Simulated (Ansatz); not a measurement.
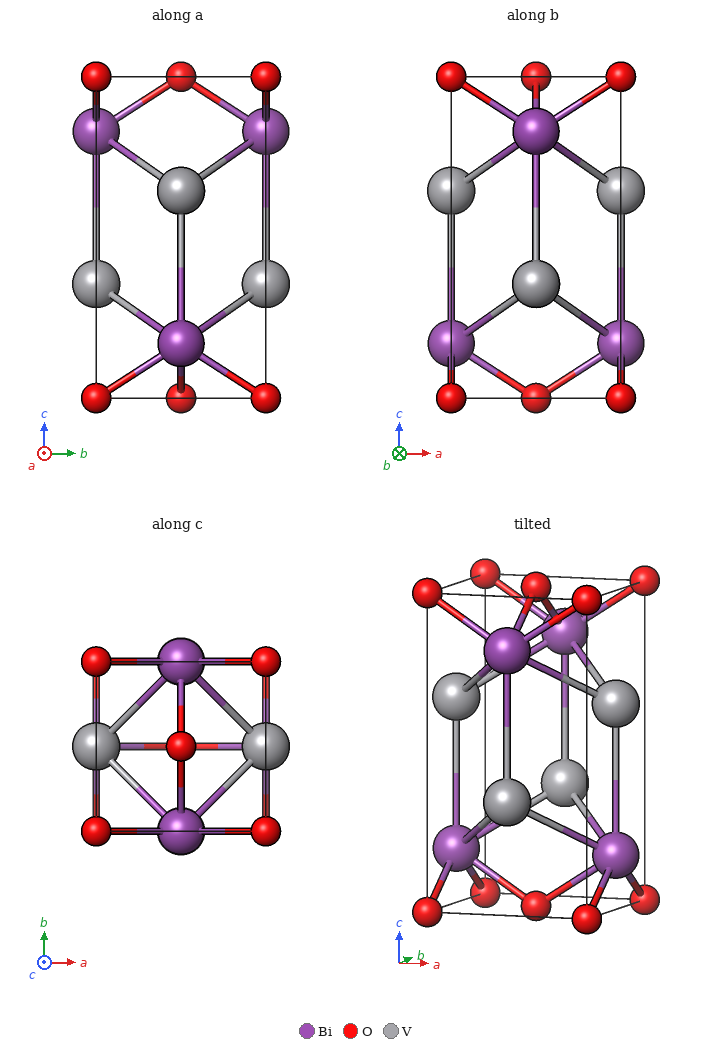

Ball-and-stick drawing of the structure, looking along the a axis, along the b axis, along the c axis and slightly off an axis. The lines enclose the conventional unit cell; boundary atoms appear with their images.

Lattice parameters: a = 3.6746 Å, b = 3.6746 Å, c = 6.9591 Å, α = 90.000°, β = 90.000°, γ = 90.000°.

**Express the structure as a CIF with its space group and independent sites, with free fractional coordinates to two decimals.**

```cif
data_structure
_symmetry_space_group_name_H-M 'P 4/n m m :1'
_symmetry_Int_Tables_number 129
_cell_length_a 3.6746
_cell_length_b 3.6746
_cell_length_c 6.9591
_cell_angle_alpha 90.000
_cell_angle_beta 90.000
_cell_angle_gamma 90.000
_cell_volume 93.97
loop_
_atom_site_label
_atom_site_type_symbol
_atom_site_symmetry_multiplicity
_atom_site_Wyckoff_symbol
_atom_site_fract_x
_atom_site_fract_y
_atom_site_fract_z
_atom_site_occupancy
Bi1 Bi 2 c 0.00 0.50 0.17 1
O1 O 2 a 0.00 0.00 0.00 1
V1 V 2 c 0.00 0.50 0.65 1
```

About the cell: it is a generated cell, made by putting these elements into a known structure type (the compound may or may not exist in this form), and it is unrelaxed. It was run through Ansatz as a DFT input.

At this level of theory the cell isn't at rest (compressed, at 28 GPa and forces up to 4.9 eV/Å), so its distances can differ from those at equilibrium, the more so the softer the solid.
